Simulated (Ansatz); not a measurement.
```yaml
atoms:
  - { symbol: C, position_ang: [0.1758, 0.0845, -0.0980] }
  - { symbol: F, position_ang: [0.0972, -0.8391, -1.0106] }
  - { symbol: Sn, position_ang: [-1.1068, -0.7080, 1.9597] }
  - { symbol: H, position_ang: [1.1487, 0.1664, 0.3902] }
  - { symbol: H, position_ang: [-0.4339, 0.9701, -0.2867] }
```

Geometry: PBE0-D4/def2-TZVP; core potentials replace the inner electrons of Sn.

These are results of Ansatz 0.2.0, isolated molecule in a Gaussian basis; Kohn-Sham density functional theory, functional PBE0, not measurements.

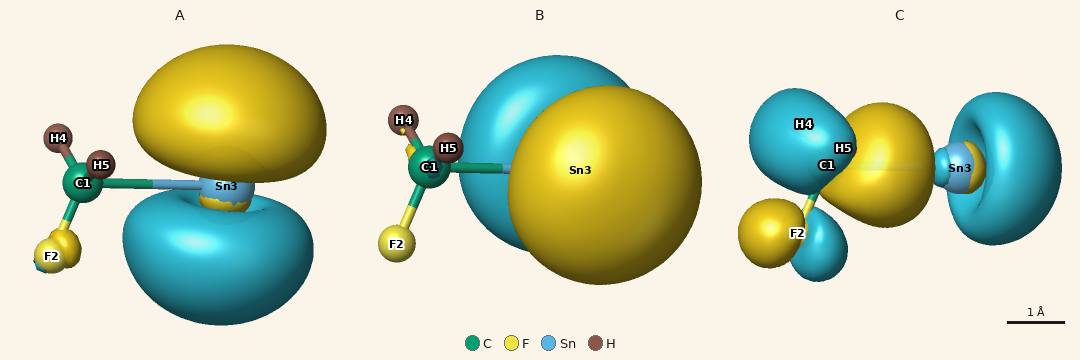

CH₂FSn (charge +1, triplet). Three frontier orbitals at ±0.1 Å⁻³ᐟ² (yellow and cyan are the two phases), in no order.

Order the three orbitals by energy and name them. All are α orbitals.

Answer. C is the HOMO−1 (α) (−13.28 eV). Its weight (Hirshfeld) is mainly on C1 (about 40 %), Sn3 (about 35 %) and F2 (about 15 %). A is the HOMO (α) (−10.83 eV). Its weight (Hirshfeld) is mainly on Sn3 (about 95 %). B is the LUMO (α) (−8.78 eV). It lies mainly on Sn3 (about 95 %).

What is the gap between the highest occupied and lowest empty α orbitals?

Answer. 2.05 eV between the orbital energies.
